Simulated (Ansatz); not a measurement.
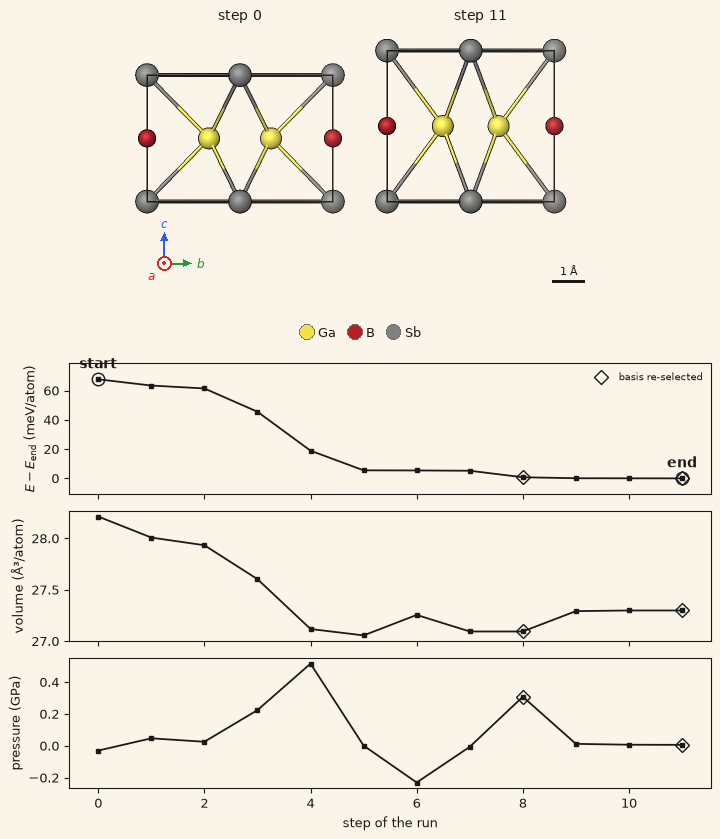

First and last geometry of a relaxation of crystalline Ga₂BSb₃ (a generated structure, set up in P6/mmm), with the history of the run. Style: ball-and-stick. Shown: the cell of the calculation, along the a axis.

Theory: Ansatz, DFT PBE, scalar-relativistic, plane waves, PAW.

Input
```yaml
crystal:
  lattice:
    - [6.9222005103, 0.0, 0.0]
    - [-3.4611002552, 5.9948014921, 0.0]
    - [0.0, 0.0, 4.0792973441]
  atoms:
    - { symbol: Ga, position: [0.3333333333, 0.6666666667, 0.5] }
    - { symbol: Ga, position: [0.6666666667, 0.3333333333, 0.5] }
    - { symbol: B, position: [0.0, 0.0, 0.5] }
    - { symbol: Sb, position: [0.0, 0.5, 0.0] }
    - { symbol: Sb, position: [0.5, 0.0, 0.0] }
    - { symbol: Sb, position: [0.5, 0.5, 0.0] }
basis:
  ecutwfc: 420
kpoints:
  mp_grid: { grid: [6, 6, 10] }
hamiltonian:
  xc: pbe
scf:
  occupations: { method: gaussian, width: 0.1 }
output:
  forces: true
  stress: true
  eigenvalues: true
relax:
  adjacent_minimum: "off"
  f_tol: 0.01
  max_steps: 80
  cell: { stress_tol: 0.05 }
```

Command:
```bash
ansatz run input.yaml --threads 1 --pin off --max-ram 2560MiB --backend cpu --events-out ev --progress --plain --runs-dir out
```

Q: Did the run converge, and what did it change?

A: It converged. The atoms keep their places relative to the cell (all moves are under 0.005 Å). The drawn cell changes as follows: a = b 6.922 → 6.233 Å (−10.0 %), c 4.079 → 4.869 Å (+19.4 %); the volume changes by −3.2 %. Some distances before and after: Sb4–Sb5 3.461 → 3.116 Å, Ga1–Sb4 2.855 → 3.027 Å. Among the angles between lasting bonds that change: Ga1–Sb5–Ga2 88.8° → 72.9°, Sb4–Ga1–Sb4 91.2° → 107.1°, Ga1–Sb5–Ga1 91.2° → 107.1°. The space group stays P6/mmm (No. 191). The energy falls by 67.7 meV per atom in 9 accepted moves (11 points after the start). All forces vanish by symmetry, so only the cell relaxes. The pressure goes from −0.03 to 0.01 GPa. At 2 points the geometry stayed and the basis and grid were re-selected for the new cell (energy shift of 4.4 meV per atom at most each time). Cost: 6.5 min on 1 thread of Intel(R) Xeon(R) Processor @ 2.70GHz, on a shared host, peak memory 0.61 GiB.

```tsv
step	E − E(0), meV/atom	pressure, GPa	volume, Å³/atom	note
0	0.00	-0.03	28.213	
1	-4.27	0.05	28.009	
2	-6.24	0.03	27.934	
3	-22.18	0.22	27.604	
4	-48.80	0.52	27.119	
5	-62.24	0.00	27.056	
6	-62.31	-0.23	27.256	
7	-62.52	-0.01	27.095	
8	-66.96	0.31	27.095	same geometry, new basis
9	-67.65	0.01	27.293	
10	-67.69	0.01	27.299	
11	-67.73	0.01	27.299	same geometry, new basis
```
